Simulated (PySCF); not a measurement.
# One shape, several levels: SiHSCl3 (Si(SH)Cl3)

We compute a comparison of 5 runs (HF/STO-3G, HF/3-21G, B3LYP/6-31G*, CCSD/6-31G) of SiHSCl3 (Si(SH)Cl3). 

Program for the calculation: PySCF 2.14.0.

**1. The structure to begin with**

SiHSCl3 has 6 atoms, charge 0, and is taken as a singlet. As SMILES, `S[Si](Cl)(Cl)Cl`. The coordinates come from a GFN2-xTB relaxation.

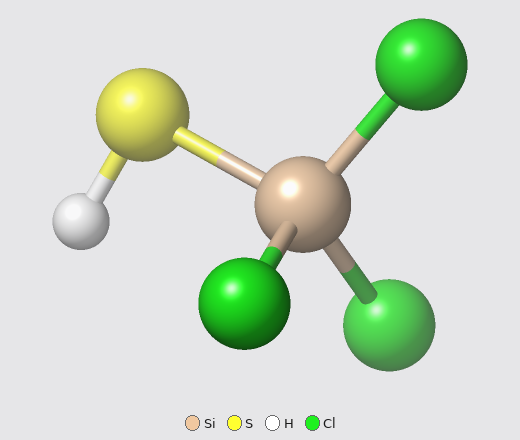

The structure, seen from a chosen angle (silicon light orange, sulfur yellow, hydrogen white, chlorine green).

**2. Energy and forces at HF/STO-3G (run 1)**

The input, input.py:

```python
# Si(SH)Cl3
from pyscf import gto, scf

mol = gto.Mole()
mol.atom = '''
Si     0.390247    -0.017518    -0.797162
S      0.495826     0.035168     3.282587
H     -1.988521     0.092937     3.620696
Cl     3.990894    -0.035546    -1.980017
Cl    -1.450365     3.060789    -2.103719
Cl    -1.438082    -3.135849    -2.022385
'''
mol.basis = 'sto-3g'
mol.max_memory = 1860
mol.verbose = 3
mol.unit = 'bohr'
mol.spin = 0
mol.build()

myscf = scf.RHF(mol)
myscf.conv_tol = 1e-10
myscf.kernel()
if not myscf.converged:
    myscf = myscf.newton().run(myscf.mo_coeff, myscf.mo_occ)

etot = myscf.e_tot
print('E(%s) = %.9f' % ('HF', etot))
grad = myscf.nuc_grad_method().kernel()
dip = myscf.dip_moment()
pop, q = myscf.mulliken_pop()
```

On the command line:

```sh
$ OMP_NUM_THREADS=1 python input.py
```

What it wrote:

```text
converged SCF energy = -2043.27754335287
[... 10 lines left out ...]
Dipole moment(X, Y, Z, Debye): -0.76818,  0.05718,  2.02702
[... 53 lines left out ...]
charge of    5Cl =     -0.32205
```

Run time: 8.7 s. Hardware: 1 thread of Intel Xeon at 2.50GHz (Skylake/Cascade Lake), shared host; peak memory 0.12 GiB.

**3. Energy and gradient at HF/3-21G (run 2)**

The input, input.py:

```python
from pyscf import gto

mol = gto.M(
    atom=[
    ('Si', (0.206510, -0.009270, -0.421840)),
    ('S', (0.262380, 0.018610, 1.737070)),
    ('H', (-1.052280, 0.049180, 1.915990)),
    ('Cl', (2.111890, -0.018810, -1.047780)),
    ('Cl', (-0.767500, 1.619700, -1.113240)),
    ('Cl', (-0.761000, -1.659420, -1.070200)),
],
    max_memory=1860,
    basis='3-21g',
    verbose=3,
)

myscf = mol.RHF()
myscf.conv_tol = 1e-10
myscf.kernel()
if not myscf.converged:
    myscf = myscf.newton().run(myscf.mo_coeff, myscf.mo_occ)

e_tot = myscf.e_tot
print('E(%s) = %.9f' % ('HF', e_tot))
grad = myscf.nuc_grad_method().kernel()
dip = myscf.dip_moment()
pop, q = myscf.mulliken_pop()
```

On the command line:

```sh
$ OMP_NUM_THREADS=1 python input.py
```

What it wrote:

```text
converged SCF energy = -2055.55039680492
[... 10 lines left out ...]
Dipole moment(X, Y, Z, Debye): -1.24801,  0.04947,  0.84941
[... 74 lines left out ...]
charge of    5Cl =     -0.32882
```

Wall time 8.4 s (1 thread of Intel Xeon at 2.50GHz (Skylake/Cascade Lake), shared host); peak memory 0.14 GiB.

Run 3 isn't shown in full; the table further down has it.

**4. Energy and gradient at B3LYP/6-31G(d) (Cartesian functions) (run 4)**

The input, run.py:

```python
import pyscf.grad
from pyscf import gto, dft

molecule = gto.Mole()
molecule.atom = '''
Si     0.390247    -0.017518    -0.797162
S      0.495826     0.035168     3.282587
H     -1.988521     0.092937     3.620696
Cl     3.990894    -0.035546    -1.980017
Cl    -1.450365     3.060789    -2.103719
Cl    -1.438082    -3.135849    -2.022385
'''
molecule.max_memory = 1860
molecule.verbose = 4
molecule.basis = '6-31g*'
molecule.cart = True
molecule.unit = 'bohr'
molecule.build()

mf = dft.RKS(molecule)
mf.xc = 'b3lyp'
mf.grids.level = 5
mf.conv_tol = 1e-10
mf.kernel()
if not mf.converged:
    mf = mf.newton().run(mf.mo_coeff, mf.mo_occ)

e_final = mf.e_tot
print(f'total energy: {e_final:.8f} hartree')
grad = mf.Gradients().kernel()
mf.analyze()
```

On the command line:

```sh
$ OMP_NUM_THREADS=1 python run.py
```

What it wrote:

```text
PySCF version 2.14.0

[... 105 lines left out ...]
MO #7   energy= -9.48833065376779  occ= 2
[... 17 lines left out ...]
MO #25  energy= -3.76989258185908  occ= 2
[... 17 lines left out ...]
MO #43  energy= 0.00255871031534216 occ= 0
[... 17 lines left out ...]
MO #61  energy= 0.466413412435418  occ= 0
[... 17 lines left out ...]
MO #79  energy= 0.839988435674901  occ= 0
[... 17 lines left out ...]
MO #97  energy= 4.27349213769311   occ= 0
[... 106 lines left out ...]
Dipole moment(X, Y, Z, Debye): -0.86784,  0.03244,  0.40221
```

Run time: 96 s. Hardware: 1 thread of Intel Xeon at 2.50GHz (Skylake/Cascade Lake), shared host; peak memory 0.96 GiB.

**5. A single-point energy at CCSD/6-31G (run 5)**

The input, geometry.xyz:

```xyz
6
Cl3HSSi
Si     0.206510    -0.009270    -0.421840
S      0.262380     0.018610     1.737070
H     -1.052280     0.049180     1.915990
Cl     2.111890    -0.018810    -1.047780
Cl    -0.767500     1.619700    -1.113240
Cl    -0.761000    -1.659420    -1.070200
```

The input, job.py:

```python
# Si(SH)Cl3
from pyscf import gto, cc

mol = gto.M(
    atom='geometry.xyz',
    verbose=4,
    charge=0,
    basis='6-31g',
    max_memory=1860,
)

hf = mol.RHF()
hf.conv_tol = 1e-10
hf.kernel()
if not hf.converged:
    hf = hf.newton().run(hf.mo_coeff, hf.mo_occ)

mycc = cc.CCSD(hf, frozen=25)
mycc.kernel()
e_final = mycc.e_tot
print('Final energy', e_final)
hf.analyze()
```

On the command line:

```sh
$ OMP_NUM_THREADS=1 python job.py
```

What it wrote:

```text
PySCF version 2.14.0

[... 87 lines left out ...]
One-electron Energy =                -3900.951031324747873
[... 15 lines left out ...]
MO #11  energy= -8.07232279078223  occ= 2
[... 13 lines left out ...]
MO #25  energy= -4.44434190709682  occ= 2
[... 13 lines left out ...]
MO #39  energy= -0.494535867706987 occ= 2
[... 13 lines left out ...]
MO #53  energy= 0.527634045770101  occ= 0
[... 13 lines left out ...]
MO #67  energy= 1.12395050669494   occ= 0
[... 76 lines left out ...]
Dipole moment(X, Y, Z, Debye): -1.26642,  0.05039,  0.89002
```

Run time: 8.7 s. Hardware: 1 thread of Intel Xeon at 2.50GHz (Skylake/Cascade Lake), shared host; peak memory 0.17 GiB.

**6. Overview of the runs**

| run | level | integration grid | Cartesian functions | energy (Eh) | dipole moment (D) of the reference | HOMO energy (eV) | LUMO energy (eV) | wall time |
| --- | --- | --- | --- | --- | --- | --- | --- | --- |
| 1 | HF/STO-3G | – | no | -2043.277543 | 2.17 | -8.98 | 6.05 | 8.7 s |
| 2 | HF/3-21G | – | no | -2055.550397 | 1.51 | -11.73 | 2.29 | 8.4 s |
| 3 | B3LYP/6-31G* (spherical functions) | 5 | no | -2069.031275 | 0.96 | -7.77 | -0.84 | 91 s |
| 4 | B3LYP/6-31G* (Cartesian functions) | 5 | yes | -2069.045389 | 0.96 | -7.77 | -0.84 | 96 s |
| 5 | CCSD/6-31G | – | no | -2065.683532 | 1.55 | -11.66 | 2.16 | 8.7 s |

**7. Results**

| quantity | value |
| --- | --- |
| run 5: total energy | -2065.68353 Eh |
| run 5: dipole moment (Hartree–Fock density) | 1.55 D |
| run 5: HOMO energy (Hartree–Fock orbitals) | -11.66 eV |
| run 5: LUMO energy (Hartree–Fock orbitals) | 2.16 eV |
| run 5: HOMO–LUMO gap (Hartree–Fock orbitals) | 13.82 eV |
| run 5: correlation energy (25 core orbitals frozen) | -250.2 mEh |
| run 5: T1 diagnostic | 0.010 |

**Reading.** Over runs 1, 2, 3, 4 the dipole moment (its size) runs from 0.96 D (B3LYP/6-31G*) to 2.17 D (HF/STO-3G). The two ends differ in method and basis. Over runs 1, 2, 3, 4 the HOMO–LUMO gap runs from 6.92 eV (B3LYP/6-31G*) to 15.03 eV (HF/STO-3G). In run 1 the basis is minimal, so the values are rough. All runs together took 3.5 min, the longest 96 s.
